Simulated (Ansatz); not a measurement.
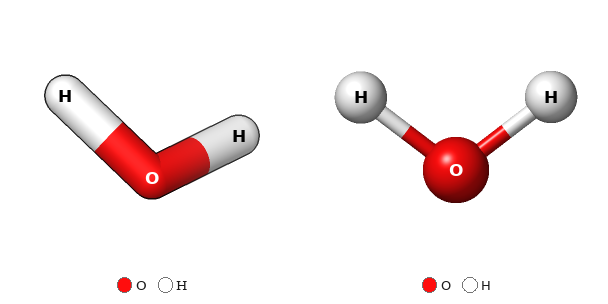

The same structure drawn twice, from different directions.

Computed geometry: PBE0-D4/def2-TZVP optimisation.

Describe the molecule.

It has 3 atoms: 2 hydrogen and 1 oxygen (H₂O). The point group is C2v. Coordination: 1 O bent.

The parts below concern this one geometry. Atoms keep their numbers from picture to picture.

**Geometry**

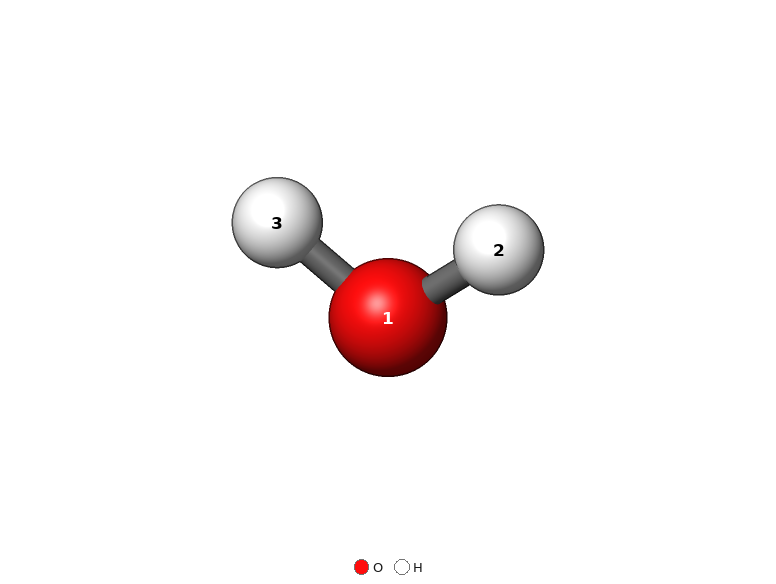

Atoms carry their numbers in the input.

What are the angles H2–O1–H3?

| angle | degrees |
| --- | --- |
| H2–O1–H3 | 105.1 |

**Electronic properties**

Properties computed with RKS PBE0-D4/def2-TZVPP (Ansatz 0.2.0).

**Give the HOMO–LUMO gap at this level.**

9.75 eV.

**What is the HOMO energy (Kohn–Sham orbital)?**

−8.90 eV.

**Vibrations**

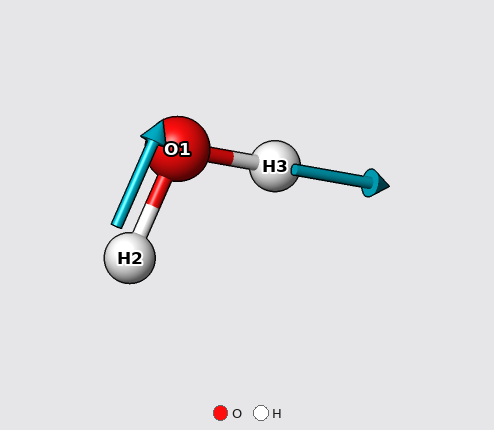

The arrows show one normal mode. Harmonic vibrations computed with RKS PBE0-D4/def2-TZVP (Ansatz 0.2.0) at a stationary point of the same level.

**What kind of motion is it?**

Mostly out-of-phase stretching of 2 O–H bonds.

**At what wavenumber does it lie?**

3959 cm⁻¹; it is mode 3 of 3 counted from the lowest.

**Dipole moment**

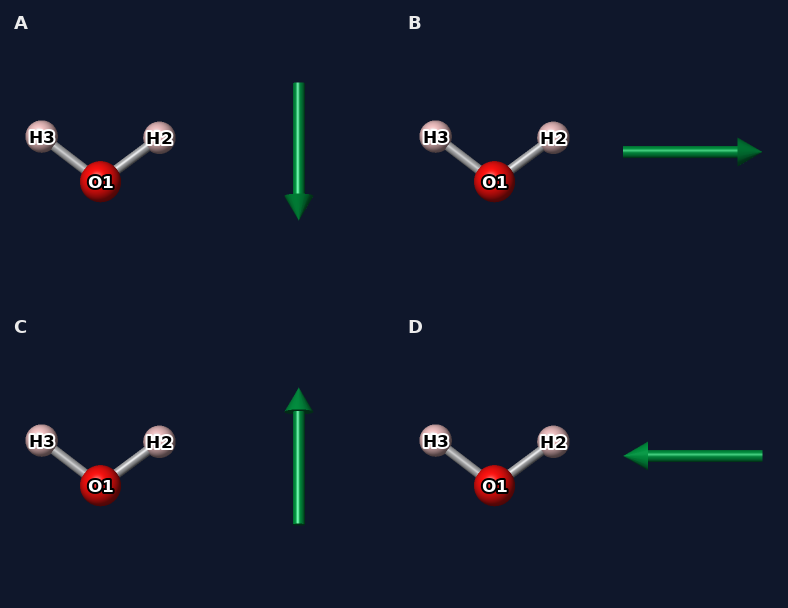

The same molecule four times, each with an arrow. Properties computed with RKS PBE0-D4/def2-TZVP (Ansatz 0.2.0).

**Which arrow points along the dipole moment, from the negative to the positive end?**

C. The dipole moment is 2.07 D; it points from the side of O1 to the side of H2, H3 (the outermost atoms at the two ends).
